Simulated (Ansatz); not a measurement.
Mo₂W

```
Mo W
1.0
     3.16876    0.00000    0.00000
     0.00000    4.48411    0.00000
     0.00000    0.00000   13.43427
Mo W
8 4
Direct
  0.50000 0.00000 0.16694
  0.00000 0.50000 0.16694
  0.00000 0.00000 0.66694
  0.50000 0.50000 0.66694
  0.00000 0.00000 0.33306
  0.50000 0.50000 0.33306
  0.50000 0.00000 0.83306
  0.00000 0.50000 0.83306
  0.00000 0.00000 0.00000
  0.50000 0.50000 0.00000
  0.50000 0.00000 0.50000
  0.00000 0.50000 0.50000
```

Space group Fmmm; a structure generated by program, which may or may not match a known phase; computed pressure about −13 GPa in this cell; computed without spin polarisation.

Level of theory: Ansatz, DFT LDA, scalar-relativistic, plane waves, PAW.

> What can the converged valence pseudo-density and electron localisation function tell about the bonding?

Mo–Mo (2.75 Å): ρ is about 0.37 e/Å³ halfway; the ELF is about 0.30 at the midpoint.
W–W (2.75 Å): the density is about 0.41 e/Å³ at the midpoint; the ELF is about 0.35 at the midpoint.
Bader's partition of the density gives Mo +0.04 and W −0.08 e.

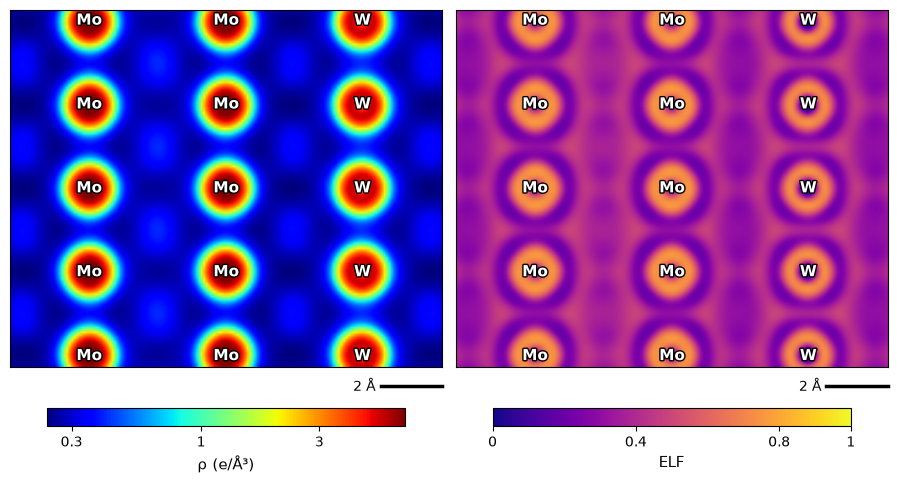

Computed valence pseudo-density and electron localisation function on the (110) plane of the conventional cell, in this order. 
